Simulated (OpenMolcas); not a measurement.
# CO: geometry relaxation (part 4 of 4)

Continued. System: CO, SMILES [C-]#[O+]. Method: PBE0/def2-SVP, RKS (OpenMolcas 26.06). The geometry comes from this level: PBE0-D4/def2-TZVP.

Geometry of the input (Å):
```
C  0.4799  -0.1551  0.2472
O  -0.4799  0.1551  -0.2472
```

**Output, continued**
```
 Sum of energy and thermal contributions
 INTERNAL ENERGY                       -113.087290 au.
 ENTHALPY                              -113.086108 au.
 GIBBS FREE ENERGY                     -113.097578 au.
 -----------------------------------------------------

 *****************************************************
 Temperature =   473.15 kelvin, Pressure =   1.00 atm
 -----------------------------------------------------
 Molecular Partition Function and Molar Entropy:
                        q/V (M**-3)    S(kcal/mol*K)
 Electronic            1.000000E+00        0.000
 Translational         9.059772E+27       38.217
 Rotational            4.202618E-05      -17.045
 Vibrational           3.148277E-02        0.016
 TOTAL                 1.198699E+22       21.188

 Thermal contributions to INTERNAL ENERGY:
 Electronic           0.000 kcal/mol      0.000000 au.
 Translational        1.410 kcal/mol      0.002248 au.
 Rotational           1.410 kcal/mol      0.002248 au.
 Vibrational          3.259 kcal/mol      0.005194 au.
 TOTAL                6.080 kcal/mol      0.009689 au.

 Thermal contributions to
 ENTHALPY             7.020 kcal/mol      0.011187 au.
 GIBBS FREE ENERGY   -3.005 kcal/mol     -0.004789 au.

 Sum of energy and thermal contributions
 INTERNAL ENERGY                       -113.086331 au.
 ENTHALPY                              -113.084833 au.
 GIBBS FREE ENERGY                     -113.100809 au.
 -----------------------------------------------------
--

++    Isotopic shifts:
      ----------------

 ****************************************
 * Isotope shifted frequencies in cm-1  *
 ****************************************

  Single substitutions:
  -----------------------

 Masses:
 =======
  13  16

 Frequencies:
 ============
                         1         2         3         4         5         6

            Freq.      i0.00     i0.00     i0.00      0.00      0.00   2224.51

 Masses:
 =======
  14  16

 Frequencies:
 ============
                         1         2         3         4         5         6

            Freq.      i0.00     i0.00      0.00      0.00      0.00   2180.26

  Full substitutions:
  -----------------------

 Masses:
 =======
  13  16

 Frequencies:
 ============
                         1         2         3         4         5         6

            Freq.      i0.00     i0.00     i0.00      0.00      0.00   2224.51

 Masses:
 =======
  14  16

 Frequencies:
 ============
                         1         2         3         4         5         6

            Freq.      i0.00     i0.00      0.00      0.00      0.00   2180.26

 Masses:
 =======
  12  18

 Frequencies:
 ============
                         1         2         3         4         5         6

            Freq.      i0.00     i0.00      0.00      0.00      0.00   2220.26

 Masses:
 =======
  12  17

 Frequencies:
 ============
                         1         2         3         4         5         6

            Freq.      i0.00     i0.00      0.00      0.00      0.00   2246.23

--

++ Principal components of the normal modes
   ----------------------------------------

   (Only contributions larger than 0.50 times the maximum are printed)

      Mode      1
        Frequency:         2275.22 cm-1
      ---------------------------------
        Bond O2 C1              -1.0000
      ---------------------------------
--

--- Stop Module: slapaf /rc=_RC_ALL_IS_WELL_ ---

>>> END DO

>>> EXPORT MOLCAS_TRAP = UNKNOWN_VARIABLE

>>> EXPORT MOLCAS_MAXITER = 50

.##################.
.# Happy landing! #.
.##################.

    Timing: Wall=12.44 User=9.75 System=2.62
```

**Trajectory as extended XYZ (Å, eV, eV/Å), 3 frames, from step=0 to step=2**
```
2
Properties=species:S:1:pos:R:3:forces:R:3 step=0 energy=-3077.49986
C     0.4799   -0.1551    0.2472    0.5364  -0.1734   0.2763
O    -0.4799    0.1551   -0.2472   -0.5364   0.1734  -0.2763
2
Properties=species:S:1:pos:R:3:forces:R:3 step=1 energy=-3077.50133
C     0.4821   -0.1558    0.2483   -0.0355   0.0115  -0.0183
O    -0.4821    0.1558   -0.2483    0.0355  -0.0115   0.0183
2
Properties=species:S:1:pos:R:3:forces:R:3 step=2 energy=-3077.50134
C     0.4819   -0.1558    0.2482    0.0000   0.0000   0.0000
O    -0.4819    0.1558   -0.2482    0.0000   0.0000   0.0000
```

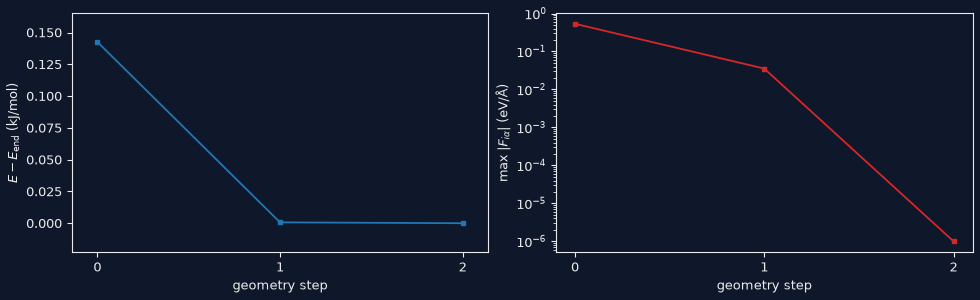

Figure 1. Progress of the relaxation, step by step (steps are counted from 0). Over 2 geometry steps the energy falls by 0.14 kJ/mol. Largest force component: 0.54 eV/Å at the start, under 0.0001 eV/Å at the end. The atoms keep their places after the best rigid fit (all moves are under 0.005 Å). Distances before and after: C1–O2 1.123 → 1.128 Å. (Atoms are counted from 1 in the order of the input.)

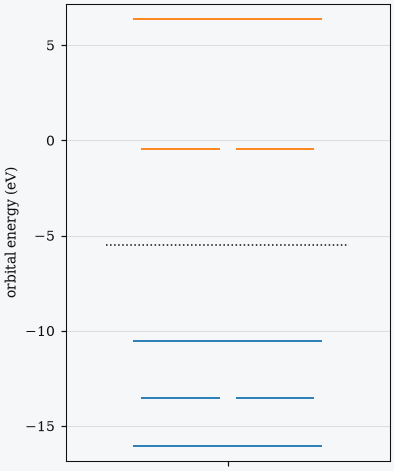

Figure 2. Orbital energies near the frontier; the dotted line parts filled from empty levels, and levels within 0.02 eV of each other stand side by side. Highest filled −10.53 eV, lowest empty −0.43 eV, 10.10 eV apart.

**Key numbers**

| quantity | value |
| --- | --- |
| outcome | converged |
| total energy | −113.096088 hartree |
| basis functions | 28 |
| HOMO | −10.53 eV |
| LUMO | −0.43 eV |
| dipole moment | 0.21 debye |
| zero-point energy | 0.005183 hartree |
| wavenumbers, lowest and highest | 2275 cm⁻¹ |
| hardware | 1 thread of Intel Xeon @ 2.90GHz (Ice Lake), 64 GiB of memory available, shared host |
| wall time | 13 s |
| peak memory | 0.38 GiB |

**Notes**

Further notes kept with the run: the program's entropy of a linear molecule is wrong.
